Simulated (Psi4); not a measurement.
# S2F2 (Difluorodisulfane): levels of theory compared

We compute a comparison of 4 runs (HF/STO-3G, HF/def2-SVPD, TPSS/STO-3G, PBE0/def2-SVP) of S2F2 (Difluorodisulfane). 

The calculation is run with Psi4 1.11.

4 further runs of the same task are left out: 1 that didn't finish, 3 set aside as unsound or not needed.

**1. The structure to begin with**

The species is S2F2 (4 atoms), meant as a singlet with charge 0. As SMILES, `FSSF`. Geometry: relaxed at GFN2-xTB.

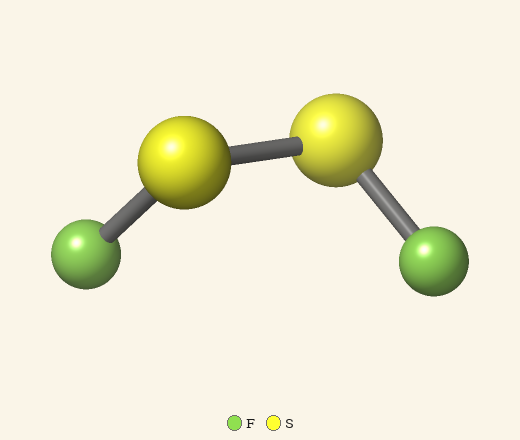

Viewed from a chosen angle; fluorine green, sulfur yellow.

**2. Energy and forces at HF/STO-3G (run 1)**

File f2s2.inp:

```
memory 1600 MB

molecule m {
  0 1
  F     -1.807340    -0.221690    -0.627860
  S     -0.459150     0.805490    -0.623660
  S      1.055580    -0.303530    -0.217800
  F      1.210900    -0.280260     1.469320
  symmetry c1
}

set {
  basis STO-3G
  reference rhf
  puream true
  e_convergence 1e-09
  d_convergence 1e-08
  scf_type pk
}

result, w = gradient('scf', return_wfn=True)
oeprop(w, 'QUADRUPOLE', 'WIBERG_LOWDIN_INDICES', 'DIPOLE', title='SCF')
print_variables()
```

On the command line:

```
$ psi4 -i f2s2.inp -o f2s2.out -n 1
```

f2s2.out:

```text
[...]
  Running in c1 symmetry.
[...]
  Nuclear repulsion =  224.834004591039388
[...]
  Multiplicity = 1
[...]
  Nalpha       = 25
  Nbeta        = 25
[...]
    Number of basis functions: 28
[...]
   @RHF iter   1:  -982.21009467394958   -1.47213e+00   1.09371e-02 DIIS/ADIIS
[...]
   @RHF iter  10:  -982.33922497699496   -2.72848e-12   8.45169e-09 DIIS
[...]
    Orbital Energies [Eh]
    ---------------------
    Doubly Occupied:
       1A    -90.826393     2A    -90.826116     3A    -25.917846
       4A    -25.917833     5A     -8.730741     6A     -8.728638
       7A     -6.363080     8A     -6.361715     9A     -6.358947
      10A     -6.358497    11A     -6.355329    12A     -6.355110
      13A     -1.472610    14A     -1.468050    15A     -1.003920
      16A     -0.752323    17A     -0.537470    18A     -0.521714
      19A     -0.521162    20A     -0.496272    21A     -0.482415
      22A     -0.444466    23A     -0.362360    24A     -0.295065
      25A     -0.289881
[...]
  @RHF Final Energy:  -982.33922497699496
   => Energetics <=
    Nuclear Repulsion Energy =            224.8340045910393883
    One-Electron Energy =               -1818.8505549358678763
    Two-Electron Energy =                 611.6773253678334186
    Total Energy =                       -982.3392249769949558
[...]
  -Total Gradient:
     Atom            X                  Y                   Z
    ------   -----------------  -----------------  -----------------
       1       -0.033827436474    -0.012617661875    -0.003379640246
       2        0.095876005798    -0.045242331533     0.012828284418
       3       -0.074170954413     0.063082948521    -0.042713517338
       4        0.012122385092    -0.005222955123     0.033264873159
[...]
```

Run time: 2.4 s. Hardware: 1 thread of AMD EPYC 7R43 (Zen 3), shared host; peak memory 0.18 GiB.

**3. A single-point energy at HF/def2-SVPD (run 2)**

File f2s2.json:

```json
{
 "schema_name": "qcschema_input",
 "schema_version": 1,
 "molecule": {
  "schema_name": "qcschema_molecule",
  "schema_version": 2,
  "symbols": ["F", "S", "S", "F"],
  "geometry": [-3.41537761, -0.41893338, -1.18648344, -0.86766775, 1.5221555, -1.17854659, 1.9947571, -0.57358857, -0.41158235, 2.28826936, -0.52961464, 2.77661239],
  "molecular_charge": 0,
  "molecular_multiplicity": 1,
  "fix_symmetry": "c1"
 },
 "driver": "energy",
 "model": {
  "method": "scf",
  "basis": "def2-SVPD"
 },
 "keywords": {
  "puream": true,
  "e_convergence": 1e-09,
  "d_convergence": 1e-08,
  "scf_type": "pk"
 }
}
```

On the command line:

```
$ psi4 --qcschema f2s2.json -n 1 --memory 1600MB
```

stdout:

```text
[...]
  Running in c1 symmetry.
[...]
  Nuclear repulsion =  224.834004836040720
[...]
  Multiplicity = 1
[...]
  Nalpha       = 25
  Nbeta        = 25
[...]
    Number of basis functions: 100
[...]
   @RHF iter   1:  -993.36342639461941   -3.93276e-01   4.39985e-03 DIIS/ADIIS
[...]
   @RHF iter  12:  -993.46607749511566   -1.20508e-11   6.50291e-09 DIIS
[...]
  @RHF Final Energy:  -993.46607749511566
   => Energetics <=
    Nuclear Repulsion Energy =            224.8340048360407195
    One-Electron Energy =               -1823.6393105417334937
    Two-Electron Energy =                 605.3392282105770619
    Total Energy =                       -993.4660774951156554
[...]
 Multipole Moments:
 ------------------------------------------------------------------------------------
     Multipole            Electronic (a.u.)      Nuclear  (a.u.)        Total (a.u.)
 ------------------------------------------------------------------------------------
 L = 1.  Multiply by 2.5417464519 to convert [e a0] to [Debye]
 Dipole X            :         -0.2757368            0.7175955            0.4418587
 Dipole Y            :         -0.2346596            0.6039227            0.3692631
 Dipole Z            :          0.3924338           -1.0123951           -0.6199613
 Magnitude           :                                                    0.8461362
[...]
```

The result, in JSON:

```text
{
 "driver": "energy",
 "model": {
  "method": "scf",
  "basis": "def2-SVPD"
 },
 "success": true,
 "return_result": -993.4660774951157,
 "properties": {
  "calcinfo_nbasis": 100,
  "calcinfo_nmo": 100,
  "calcinfo_nalpha": 25,
  "calcinfo_nbeta": 25,
  "calcinfo_natom": 4,
  "nuclear_repulsion_energy": 224.83400483604072,
  "return_energy": -993.4660774951157,
  "scf_one_electron_energy": -1823.6393105417335,
  "scf_two_electron_energy": 605.3392282105771,
  "scf_dipole_moment": [0.4418587067675013, 0.369263118342694, -0.6199613141905393],
  "scf_total_energy": -993.4660774951157,
  "scf_iterations": 12
 }
}
```

Run time: 4.2 s. Hardware: 1 thread of AMD EPYC 7R43 (Zen 3), shared host; peak memory 0.37 GiB.

Run 3 isn't shown in full; the table further down has it.

**4. The energy at PBE0/def2-SVP (run 4)**

File run_ase.py:

```python
import numpy as np
from ase.calculators.psi4 import Psi4
from ase import Atoms

atoms = Atoms(['F', 'S', 'S', 'F'], positions=[
    [-1.807340, -0.221690, -0.627860],
    [-0.459150, 0.805490, -0.623660],
    [1.055580, -0.303530, -0.217800],
    [1.210900, -0.280260, 1.469320],
])
calc = Psi4(atoms=atoms, method='pbe0', basis='def2-SVP', memory='1600MB', num_threads=1, charge=0, multiplicity=1, label='calc')
calc.psi4.set_options({'puream': True, 'e_convergence': 1e-09, 'd_convergence': 1e-08, 'scf_type': 'pk', 'dft_radial_points': 99, 'dft_spherical_points': 590})
atoms.calc = calc

print(f'energy: {atoms.get_potential_energy():.6f} eV')
```

On the command line:

```
$ python run_ase.py
```

calc.dat:

```text
[...]
  Running in c1 symmetry.
[...]
  Nuclear repulsion =  224.834004591039388
[...]
  Multiplicity = 1
[...]
  Nalpha       = 25
  Nbeta        = 25
[...]
    Number of basis functions: 64
[...]
   @RKS iter   1:  -995.06731414247861   -1.54278e-01   6.90977e-03 DIIS/ADIIS
[...]
   @RKS iter  12:  -995.13576267696635    1.02318e-12   2.44663e-09 DIIS
[...]
  @RKS Final Energy:  -995.13576267696635
   => Energetics <=
    Nuclear Repulsion Energy =            224.8340045910393883
    One-Electron Energy =               -1824.9029591465455269
    Two-Electron Energy =                 659.2241101911002943
    DFT Exchange-Correlation Energy =     -54.2909183125605850
    Empirical Dispersion Energy =           0.0000000000000000
    VV10 Nonlocal Energy =                  0.0000000000000000
    Total Energy =                       -995.1357626769663511
[...]
 Multipole Moments:
 ------------------------------------------------------------------------------------
     Multipole            Electronic (a.u.)      Nuclear  (a.u.)        Total (a.u.)
 ------------------------------------------------------------------------------------
 L = 1.  Multiply by 2.5417464519 to convert [e a0] to [Debye]
 Dipole X            :         -0.3141240            0.7175955            0.4034715
 Dipole Y            :         -0.2664634            0.6039227            0.3374593
 Dipole Z            :          0.4455455           -1.0123951           -0.5668496
 Magnitude           :                                                    0.7732959
[...]
```

Standard output:

```text
energy: -27079.023385 eV
```

It took 8.4 s on 1 thread of AMD EPYC 7R43 (Zen 3), shared host; peak memory 0.54 GiB.

**5. Overview of the runs**

| run | level | task | integration grid | energy (Eh) | dipole moment (D) | HOMO energy (eV) | LUMO energy (eV) | wall time |
| --- | --- | --- | --- | --- | --- | --- | --- | --- |
| 1 | HF/STO-3G | gradient | – | -982.339225 | 0.58 | -7.89 | 8.95 | 2.4 s |
| 2 | HF/def2-SVPD | energy | – | -993.466077 | 2.15 | -12.08 | 1.22 | 4.2 s |
| 3 | TPSS/STO-3G | gradient | 99 radial × 590 angular | -984.334312 | 0.40 | -2.00 | 2.85 | 13 s |
| 4 | PBE0/def2-SVP | energy | 99 radial × 590 angular | -995.135763 | 1.97 | -8.60 | -1.92 | 8.4 s |

**6. Summary of results**

| quantity | value |
| --- | --- |
| run 4: total energy | -995.13576 Eh |
| run 4: dipole moment | 1.97 D |
| run 4: HOMO energy | -8.60 eV |
| run 4: LUMO energy | -1.92 eV |
| run 4: HOMO–LUMO gap | 6.68 eV |

In words: The dipole moment (its size) runs from 0.40 D (TPSS/STO-3G) to 2.15 D (HF/def2-SVPD). The two ends differ in method and basis. The HOMO–LUMO gap runs from 4.85 eV (TPSS/STO-3G) to 16.84 eV (HF/STO-3G). Exact exchange widens orbital gaps. Totals of different functionals can't be ranked against each other. In runs 1, 3 the basis is minimal, so the values are rough. All runs together took 28 s, the longest 13 s.
